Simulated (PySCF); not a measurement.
# C₃H₇ClSi: electronic excitations at several levels of theory, part 2 of 2

PySCF 2.14.0. Atoms count from 0. The steps go on from the part before.

## (9) TDDFT and polarisability: LC-wPBE/def2-SVPD

The job: settings as JSON, then the geometry in Å.

```
{"job": {"kind": "uv", "xc": "LC-wPBE", "basis": "def2-SVPD", "ip": true}, "charge": 0, "multiplicity": 1}
Si    -1.704946     0.104787    -0.249894
C     -0.183081    -0.164737     0.853026
C      1.030640     0.464377     0.266065
C      1.910412    -0.124143    -0.548988
Cl     1.786365    -1.778731    -1.038532
H     -2.908245    -0.520526     0.381347
H     -1.957328     1.569488    -0.414273
H     -1.476735    -0.502518    -1.593563
H     -0.044308    -1.251736     0.968815
H     -0.406838     0.257307     1.845723
H      1.217925     1.521235     0.485832
H      2.776768     0.390671    -0.967845
```

Method: TDDFT LC-wPBE/def2-SVPD, vertical, gas phase, core orbitals frozen in the response.

Standard output:

```text
coarse grid: 10848 points
cycle   1  E = -867.4214981423  dE =  4.139e-01  |g| = 3.032e-01  |ddm| = 4.518e+00
cycle   2  E = -867.4449186216  dE = -2.342e-02  |g| = 2.064e-01  |ddm| = 1.300e+00
cycle   3  E = -867.4550048216  dE = -1.009e-02  |g| = 5.111e-02  |ddm| = 5.881e-01
cycle   4  E = -867.4558288205  dE = -8.240e-04  |g| = 1.747e-02  |ddm| = 1.350e-01
cycle   5  E = -867.4559180647  dE = -8.924e-05  |g| = 4.530e-03  |ddm| = 5.382e-02
cycle   6  E = -867.4559241736  dE = -6.109e-06  |g| = 1.440e-03  |ddm| = 1.673e-02
final grid: 94904 points
cycle   7  E = -867.5924487642  dE = -1.880e-05  |g| = 2.453e-03  |ddm| = 5.901e-02
cycle   8  E = -867.5924500587  dE = -1.294e-06  |g| = 1.681e-03  |ddm| = 1.172e-02
cycle   9  E = -867.5924507882  dE = -7.295e-07  |g| = 2.113e-04  |ddm| = 3.273e-03
cycle  10  E = -867.5924507956  dE = -7.376e-09  |g| = 9.917e-05  |ddm| = 1.137e-03
cycle  11  E = -867.5924507991  dE = -3.480e-09  |g| = 3.665e-05  |ddm| = 2.976e-04
cycle  12  E = -867.5924507996  dE = -5.268e-10  |g| = 1.077e-05  |ddm| = 9.392e-05
converged SCF energy = -867.5924507996

Static polarisability (au): isotropic 77.555, principal 63.835 73.706 95.125

Singlet excitations
state   eV       nm        f      main configurations
  1   6.6860    185.4   0.41106   H->L 0.78, H->L+1 0.11
  2   7.0062    177.0   0.00235   H->L+1 0.33, H->L+3 0.10, H->L+11 0.10
  3   7.3837    167.9   0.00095   H->L+2 0.48, H->L+1 0.32
  4   7.9283    156.4   0.00300   H-1->L 0.69, H-1->L+1 0.12
  5   8.1697    151.8   0.05485   H->L+4 0.34, H->L+3 0.21
  6   8.3977    147.6   0.00337   H->L+8 0.33, H->L+2 0.14
  7   8.4279    147.1   0.00409   H-1->L+1 0.13, H-1->L+4 0.12, H-1->L+3 0.12
  8   8.5902    144.3   0.00610   H->L+6 0.29, H->L+5 0.24, H->L+4 0.24
  9   8.7745    141.3   0.01020   H->L+7 0.24, H->L+8 0.17, H->L+5 0.15
 10   8.8045    140.8   0.02745   H-4->L 0.28, H-5->L 0.28

Triplet excitations (Tamm-Dancoff, eV): 3.9316 6.4472 7.1910 7.5867
Vertical ionisation energy (delta-SCF) = 9.2999 eV
```

Run time: 58 s. Hardware: 1 thread of Arm Neoverse V1, shared host; peak memory 0.78 GiB.

This run: HOMO -9.70 eV, LUMO 1.88 eV; lowest singlet 6.69 eV.

## (10) Ultraviolet spectrum: PBE0/6-31G*

Settings changed since step 9:

```diff
@@ -1,2 +1,2 @@
-{"job": {"kind": "uv", "xc": "LC-wPBE", "basis": "def2-SVPD", "ip": true}, "charge": 0, "multiplicity": 1}
+{"job": {"kind": "uv", "xc": "PBE0", "basis": "6-31G*"}, "charge": 0, "multiplicity": 1}
 Si    -1.704946     0.104787    -0.249894
```

Method: TDDFT PBE0/6-31G*, vertical, gas phase, core orbitals frozen in the response.

Standard output:

```text
coarse grid: 10848 points
cycle   1  E = -867.7613193116  dE =  3.033e-01  |g| = 2.976e-01  |ddm| = 3.090e+00
cycle   2  E = -867.7557235424  dE =  5.596e-03  |g| = 3.369e-01  |ddm| = 6.239e-01
cycle   3  E = -867.7842273221  dE = -2.850e-02  |g| = 8.321e-02  |ddm| = 3.645e-01
cycle   4  E = -867.7860391837  dE = -1.812e-03  |g| = 2.317e-02  |ddm| = 1.052e-01
cycle   5  E = -867.7861748881  dE = -1.357e-04  |g| = 6.065e-03  |ddm| = 2.591e-02
cycle   6  E = -867.7861843433  dE = -9.455e-06  |g| = 1.222e-03  |ddm| = 8.676e-03
final grid: 94904 points
cycle   7  E = -867.7333798855  dE = -1.117e-05  |g| = 6.122e-03  |ddm| = 1.474e-02
cycle   8  E = -867.7333747907  dE =  5.095e-06  |g| = 7.504e-03  |ddm| = 1.415e-02
cycle   9  E = -867.7333904146  dE = -1.562e-05  |g| = 4.692e-04  |ddm| = 8.512e-03
cycle  10  E = -867.7333904768  dE = -6.220e-08  |g| = 1.563e-04  |ddm| = 8.897e-04
cycle  11  E = -867.7333904826  dE = -5.869e-09  |g| = 5.621e-05  |ddm| = 1.840e-04
cycle  12  E = -867.7333904834  dE = -7.174e-10  |g| = 1.844e-05  |ddm| = 6.516e-05
converged SCF energy = -867.7333904834

Static polarisability (au): isotropic 63.206, principal 45.941 61.668 82.009

Singlet excitations
state   eV       nm        f      main configurations
  1   6.5779    188.5   0.32490   H->L 0.77, H->L+1 0.11
  2   6.7406    183.9   0.08245   H->L+2 0.51, H->L+1 0.29, H->L 0.17
  3   7.0921    174.8   0.02424   H->L+1 0.58, H->L+2 0.40
  4   7.4132    167.2   0.00410   H-1->L 0.98
  5   7.8755    157.4   0.00153   H->L+3 0.94
  6   8.0691    153.7   0.00980   H->L+4 0.97
  7   8.3057    149.3   0.00228   H->L+5 0.77, H-2->L 0.09
  8   8.4260    147.1   0.03049   H-2->L 0.87
  9   8.5139    145.6   0.00207   H-1->L+2 0.67, H-1->L+1 0.29
 10   8.5322    145.3   0.04421   H-4->L 0.63, H-3->L 0.16, H->L+5 0.08

Triplet excitations (Tamm-Dancoff, eV): 4.0365 6.1082 6.7710 7.2393
```

Run time: 8.8 s. Hardware: 1 thread of Arm Neoverse V1, shared host; peak memory 0.52 GiB.

Key values: HOMO -6.84 eV, LUMO 0.20 eV; lowest singlet 6.58 eV.

## (11) TDDFT and polarisability: PBE0/def2-SVP

Settings changed since step 10:

```diff
@@ -1,2 +1,2 @@
-{"job": {"kind": "uv", "xc": "PBE0", "basis": "6-31G*"}, "charge": 0, "multiplicity": 1}
+{"job": {"kind": "uv", "xc": "PBE0", "basis": "def2-SVP"}, "charge": 0, "multiplicity": 1}
 Si    -1.704946     0.104787    -0.249894
```

With the program's defaults for keys left out, this is: TDDFT PBE0/def2-SVP, vertical, gas phase, core orbitals frozen in the response.

Standard output:

```text
coarse grid: 10848 points
cycle   1  E = -867.3351289361  dE =  2.558e-01  |g| = 2.789e-01  |ddm| = 3.386e+00
cycle   2  E = -867.3292731937  dE =  5.856e-03  |g| = 3.218e-01  |ddm| = 6.280e-01
cycle   3  E = -867.3547813661  dE = -2.551e-02  |g| = 8.253e-02  |ddm| = 3.733e-01
cycle   4  E = -867.3565589390  dE = -1.778e-03  |g| = 2.172e-02  |ddm| = 1.116e-01
cycle   5  E = -867.3566759007  dE = -1.170e-04  |g| = 6.109e-03  |ddm| = 2.535e-02
cycle   6  E = -867.3566854123  dE = -9.512e-06  |g| = 1.088e-03  |ddm| = 8.080e-03
final grid: 94904 points
cycle   7  E = -867.4555297738  dE = -1.294e-05  |g| = 5.599e-03  |ddm| = 1.840e-02
cycle   8  E = -867.4555252586  dE =  4.515e-06  |g| = 6.900e-03  |ddm| = 1.300e-02
cycle   9  E = -867.4555385007  dE = -1.324e-05  |g| = 5.409e-04  |ddm| = 7.931e-03
cycle  10  E = -867.4555385783  dE = -7.759e-08  |g| = 1.705e-04  |ddm| = 1.020e-03
cycle  11  E = -867.4555385851  dE = -6.889e-09  |g| = 5.543e-05  |ddm| = 2.037e-04
cycle  12  E = -867.4555385859  dE = -7.067e-10  |g| = 1.823e-05  |ddm| = 6.814e-05
converged SCF energy = -867.4555385859

Static polarisability (au): isotropic 66.418, principal 50.261 64.466 84.527

Singlet excitations
state   eV       nm        f      main configurations
  1   6.5207    190.1   0.38458   H->L 0.95
  2   6.8918    179.9   0.00588   H->L+1 0.85, H->L+3 0.09
  3   7.1893    172.5   0.00534   H-1->L 0.98
  4   7.3353    169.0   0.01403   H->L+3 0.71, H->L+1 0.12, H->L+4 0.10
  5   7.7376    160.2   0.00505   H->L+5 0.48, H->L+2 0.24, H->L+4 0.19
  6   7.8366    158.2   0.00634   H->L+2 0.69, H->L+5 0.15, H->L+4 0.13
  7   7.9335    156.3   0.00533   H->L+4 0.54, H->L+5 0.31, H->L+3 0.12
  8   8.2497    150.3   0.01411   H-2->L 0.95
  9   8.3808    147.9   0.05793   H-4->L 0.83
 10   8.4682    146.4   0.00190   H-3->L 0.90

Triplet excitations (Tamm-Dancoff, eV): 4.0045 6.4448 6.9115 7.0098
```

Wall time 14 s (1 thread of Arm Neoverse V1, shared host); peak memory 0.59 GiB.

This run: HOMO -6.93 eV, LUMO 0.01 eV; lowest singlet 6.52 eV.

## (12) Run by run: electronic excitations

Excitations and ground-state properties, with basis size and wall time:

```tsv
run	lowest singlet (eV)	brightest (eV)	f	gap (eV)	α (Å³)	μ (D)	functions	time
LDA/def2-SVPD	5.61	5.82	0.287	4.70	12.56	1.50	167	49 s
PBE/def2-SVPD	5.63	5.85	0.285	4.76	12.34	1.50	167	73 s
B3LYP/def2-SVPD	6.03	6.19	0.313	6.38	11.99	1.56	167	46 s
PBE0/def2-SVPD	6.23	6.32	0.259	6.82	11.90	1.59	167	42 s
BHandHLYP/def2-SVPD	6.53	6.53	0.228	8.78	11.59	1.66	167	38 s
CAM-B3LYP/def2-SVPD	6.42	6.42	0.271	9.16	11.79	1.61	167	46 s
wB97X-D/def2-SVPD	6.47	6.47	0.379	10.38	11.78	1.63	167	40 s
LC-wPBE/def2-SVPD	6.69	6.69	0.411	11.59	11.49	1.67	167	58 s
PBE0/6-31G*	6.58	6.58	0.325	7.04	9.37	1.67	92	8.8 s
PBE0/def2-SVP	6.52	6.52	0.385	6.94	9.84	1.40	113	14 s
```

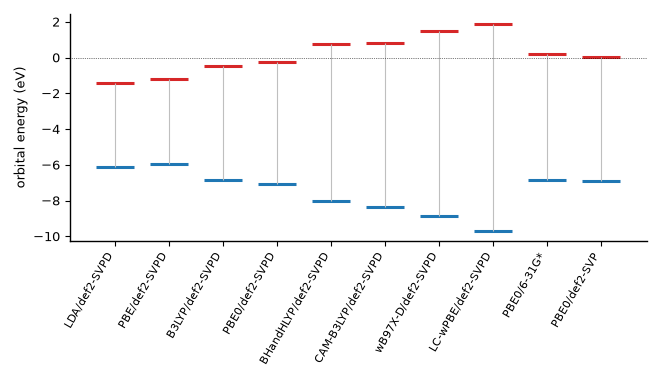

HOMO (blue) and LUMO (red) run by run.

## (13) What came out

What follows sums up all 2 parts.

| quantity | value |
| --- | --- |
| lowest singlet (LDA/def2-SVPD) | 5.61 eV (221 nm), f = 0.010 |
| brightest single state of those computed | state 2, 5.82 eV, f = 0.287 |
| lowest triplet | 4.18 eV |
| vertical ionisation energy (ΔSCF) | 9.03 eV |
| vertical electron affinity (ΔSCF) | -0.94 eV (unbound: the value hangs on the basis) |
| range of the lowest singlet | 5.61 to 6.69 eV |

In words: Single values in the summary come from the first sound run of each kind (LDA/def2-SVPD), which need not be the best level. The lowest singlet, at 5.61 eV, is HOMO→LUMO+1 0.92 and is weak; of the 10 states computed, the strongest absorption comes from state 2 at 5.82 eV. The lowest triplet lies 1.43 eV below the lowest singlet (triplets in Tamm-Dancoff, singlets in full TDDFT). ΔSCF puts the ionisation energy at 9.03 eV, 2.92 eV above −ε(HOMO). The lowest singlet runs from 5.61 eV (LDA/def2-SVPD) to 6.69 eV (LC-wPBE/def2-SVPD), while the orbital gap spans 4.70 to 11.59 eV. The lowest state need not be the same one in every run.
